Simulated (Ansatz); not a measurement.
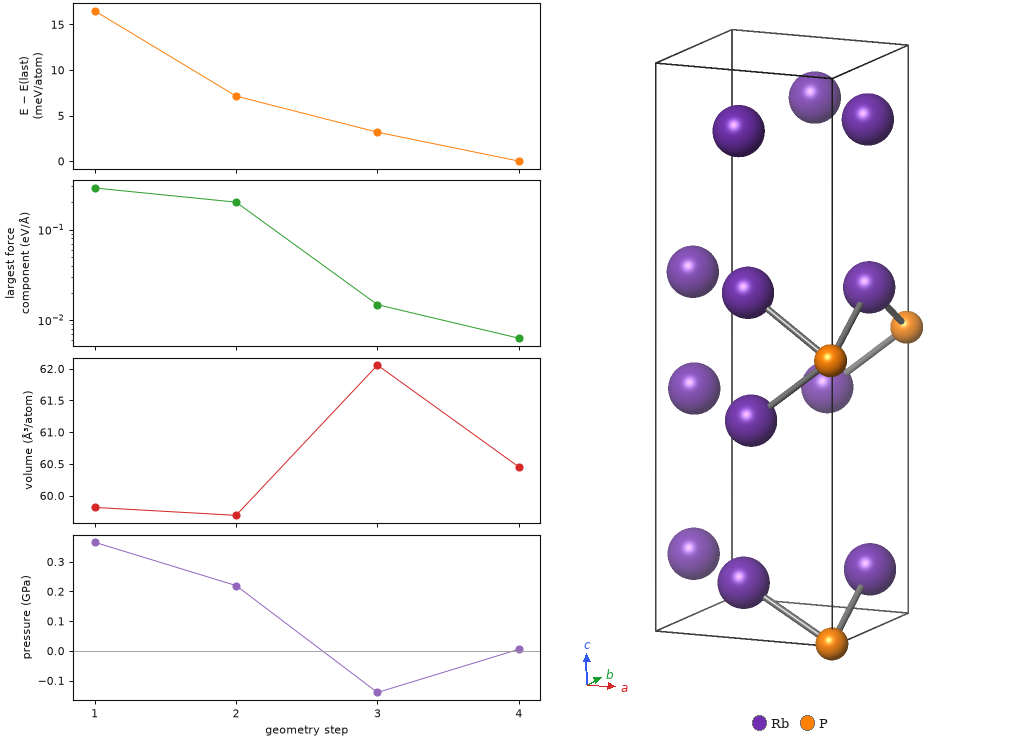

Beside the plot: the structure at the start.

History of a geometry optimisation. Atoms and cell relax. A closing SCF on a freshly chosen basis isn't drawn.

```
crystal:
  lattice:
    - [5.8172243004, -0.0121985988, -0.0189118517]
    - [-0.0121985988, 5.8727095584, -0.0012718964]
    - [-0.0565675098, -0.0038043874, 17.5086567436]
  atoms:
    - { symbol: Rb, position: [0.4930196784, 0.0110129158, 0.0979186811] }
    - { symbol: Rb, position: [0.515194489, 0.0173498282, 0.608664729] }
    - { symbol: Rb, position: [0.0121282139, 0.4766028503, 0.3992137605] }
    - { symbol: Rb, position: [-0.0085195366, 0.4878611107, 0.8992173208] }
    - { symbol: Rb, position: [0.539730922, 0.000888391, 0.385170185] }
    - { symbol: Rb, position: [0.469447944, 0.0010644664, 0.8930698171] }
    - { symbol: Rb, position: [0.0013375536, 0.4933429895, 0.1070275992] }
    - { symbol: Rb, position: [-0.004060945, 0.4952495323, 0.6032497598] }
    - { symbol: P, position: [-0.0097364891, 0.0179543939, 0.0033346693] }
    - { symbol: P, position: [-0.0085418302, -0.001326478, 0.5031334782] }
basis:
  ecutwfc: 420
kpoints:
  mp_grid: { grid: [4, 4, 2] }
hamiltonian:
  xc: pbe
scf:
  occupations: { method: gaussian, width: 0.2 }
  lower_state_search: "off"
output:
  forces: true
  stress: true
  eigenvalues: true
relax:
  adjacent_minimum: "off"
  f_tol: 0.025
  max_steps: 60
  cell: { stress_tol: 0.25 }
```

Run as:
```bash
ansatz run input.yaml --threads 1 --pin off --max-ram 2048MiB --backend cpu --events-out ev --progress --plain --runs-dir out
```

Q: How did it end, and what did it gain?

A: The optimisation met its thresholds at geometry 4, counting the start as the first. The energy fell by about 16 meV/atom from the first step to the last. The largest force component goes from about 0.29 eV/Å at the start to 6 × 10⁻³ eV/Å at the end.

Q: What happens to the cell?

A: The volume grows from 59.8 to 60.5 Å³ per atom (+1 %), overshooting to 62.1 at step 3, as the pressure goes from 0.37 GPa to about 0 GPa. The start was compressed.
